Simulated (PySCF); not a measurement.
# C₂H₉BSSi (SMILES CSBC[SiH3]): what the fields show

Input

```
{"job": {"kind": "uv", "xc": "CAM-B3LYP", "basis": "def2-SVPD", "nstates": 8, "ntriplets": 3}, "charge": 0, "multiplicity": 1}
C      2.208149     0.063998     0.265911
S      1.435721    -1.582747     0.461647
B     -0.166363    -1.443882    -0.267987
C     -0.757653    -0.132518    -0.869500
Si    -1.706336     0.857216     0.465761
H      3.141418     0.039360     0.818122
H      1.553922     0.827914     0.671529
H      2.407624     0.247900    -0.785238
H     -0.796366    -2.429956    -0.221215
H     -0.011970     0.535251    -1.303404
H     -1.477551    -0.357386    -1.657778
H     -2.728017     0.021612     1.094261
H     -2.322734     2.012368    -0.191543
H     -0.780523     1.340398     1.497269
```

Run with:

```sh
OMP_NUM_THREADS=1 python probes_run.py task.json out
```

Geometry: GFN2-xTB.

Computed with CAM-B3LYP/def2-SVPD, SCF density, gas phase in PySCF.

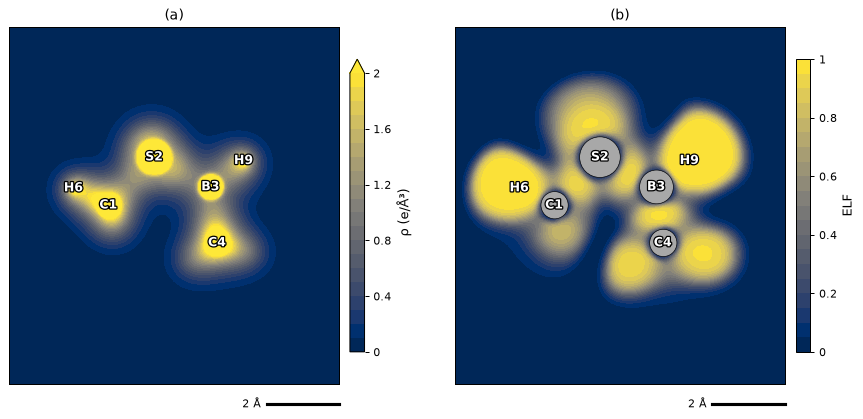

Figure 1. (a) electron density; (b) ELF on the plane of atoms S2, B3 and C4. Grey discs cover the atomic cores in the ELF map.

### What do the fields say about this system?

The plane passes through C, S, B and H nuclei.
C–B (1.56 Å): the density is about 1.4 e/Å³ at the midpoint; the ELF peaks at about 0.95 between the atoms; a shared electron pair.
B–S (1.77 Å): ρ is about 1.3 e/Å³ halfway; the ELF peaks at about 0.95 between the atoms; a covalent bond.
C–S (1.83 Å): ρ at the midpoint is about 1.2 e/Å³; the ELF peaks at about 0.95 between the atoms (localised, covalent bonding).
C–H (1.08 Å): the density is about 2 e/Å³ at the midpoint; the ELF climbs to about 1 towards the hydrogen, as it does in any bond to H (an ordinary covalent bond to hydrogen).
B–H (1.17 Å): the density is about 1.3 e/Å³ at the midpoint; the ELF climbs to about 1 towards the hydrogen; a covalent bond by its length.
The ELF also peaks beside S2, away from the bonds: lone-pair regions.

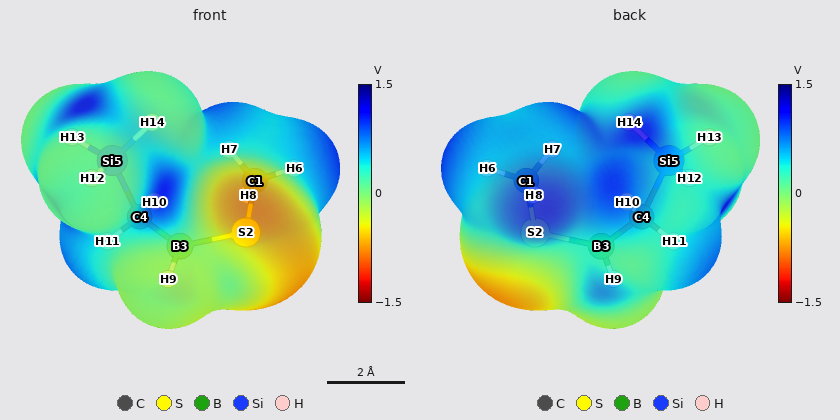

Figure 2. The molecular electrostatic potential painted on the density surface at 0.002 e/bohr³, seen from the front and from behind; red is negative and blue positive.

### Describe the electrostatic potential map.

The most negative region (about −0.8 V) lies over S2, the most positive (about +1.1 V) over Si5.

### What dipole moment does the calculation give?

Its dipole moment is 1.85 D.
